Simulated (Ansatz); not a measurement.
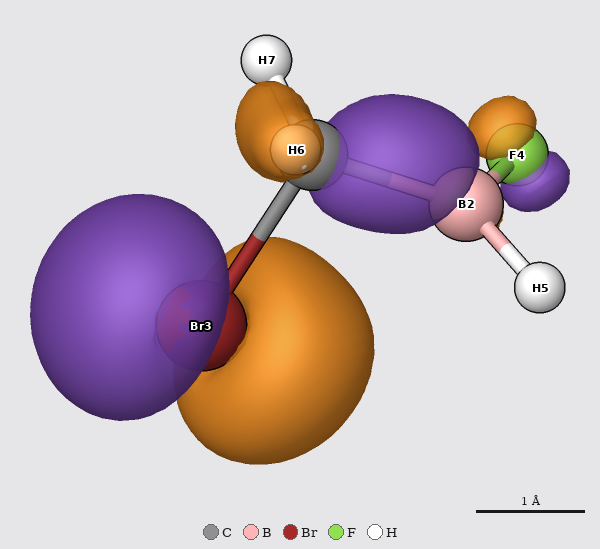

The picture shows: CH3BBrF (SMILES FBCBr). The HOMO at ±0.15 Å⁻³ᐟ² (orange and purple are the two phases), seen at a tilt.

Geometry: B3LYP-D3(BJ)/def2-SVP.

Level of theory: isolated molecule in a Gaussian basis; Kohn-Sham density functional theory, functional PBE0 (Ansatz 0.2.0).

Input

```
crystal:
  periodic: [false, false, false]
  atoms:
    - symbol: C
      position_ang: [-2.116411, 0.242966, 0.460773]
    - symbol: B
      position_ang: [-1.034633, 1.210163, -0.137484]
    - symbol: Br
      position_ang: [-1.649498, -1.382013, -0.588114]
    - symbol: F
      position_ang: [-1.375771, 2.038614, -1.113816]
    - symbol: H
      position_ang: [0.110774, 1.220318, 0.239699]
    - symbol: H
      position_ang: [-1.993511, -0.030290, 1.515012]
    - symbol: H
      position_ang: [-3.162051, 0.478640, 0.228082]
basis:
  gaussian:
    orbitals: def2-TZVPD
hamiltonian:
  xc: {name: PBE0}
output: {forces: true, orbitals: {seedname: orbitals}}
```

Launched as:

```sh
ansatz run input.yaml --threads 2 --pin off --max-ram 4350MiB --events-out events.jsonl --progress --plain --runs-dir runs
```

Q: Where does this orbital lie, and at what energy?

A: It lies mainly on Br3 (about 75 %), C1 (about 10 %) and B2 (about 5 %); largely a lone pair of Br3. Its energy is −8.29 eV.
